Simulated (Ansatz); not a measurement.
# Fields on a plane of HfO2 (fluorite)

```xyz
3
Lattice="0.0000 2.5491 2.5491 2.5491 0.0000 2.5491 2.5491 2.5491 0.0000" Properties=species:S:1:pos:R:3 pbc="T T T"
Hf     0.0000     0.0000     0.0000
O      1.2745     1.2745     1.2745
O      3.8236     3.8236     3.8236
```

The slice is a {110} plane (indices of the conventional cell) through the point (0.000, 0.000, 0.000) (fractional), spanned by u = [100] and v = [1 -1 -1] in vectors of this cell: u (3.60 Å) and v (5.10 Å, at 90° to u). It covers one period; positions are fractions (u, v).

Atoms on it: Hf at (0.00, 0.00); O at (0.50, 0.75); O at (0.50, 0.25).

Calculation: PBE (plane waves to 420 eV, PAW, scalar-relativistic; Ansatz, a quantum-chemistry and plane-wave program). k mesh 11×11×11. These are valence fields of a PAW run, semicore shells included where kept as valence: close to a nucleus they are smooth pseudo fields. HfO2 is run without spin polarisation. HfO2 was relaxed with its symmetry unable to fall. Spin-orbit coupling is left out, though Hf is heavy. The PAW data are Ansatz's earlier set. This is a high-temperature form of HfO2.

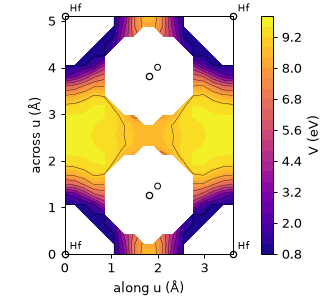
Figure: Electrostatic potential energy of an electron, from the cell's mean, in eV, one period of the plane, atoms marked. Points within 0.9 Å of a nucleus are left white, as the pseudised field means little there. Values under 1 eV are set to 1. The zero, the cell's mean, hangs on the PAW cores.

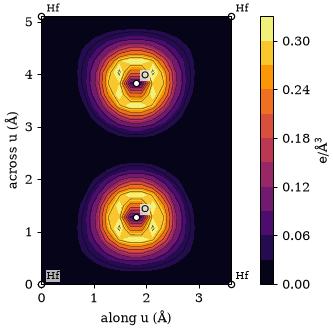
Figure: Density of the highest valence band (whole band, smooth part) in e/Å³, one period of the plane, atoms marked. 

The density on the Hf–O line (2.21 Å) at its density minimum, 1.2 Å from Hf comes out as 0.53 e/Å³ and the ELF at that point comes out as 0.2. Element round which the density of the highest valence band (whole band, smooth part) is largest on this plane: O. Element round which the density of the lowest conduction band (whole band as if filled, smooth part) is largest on this plane: Hf.
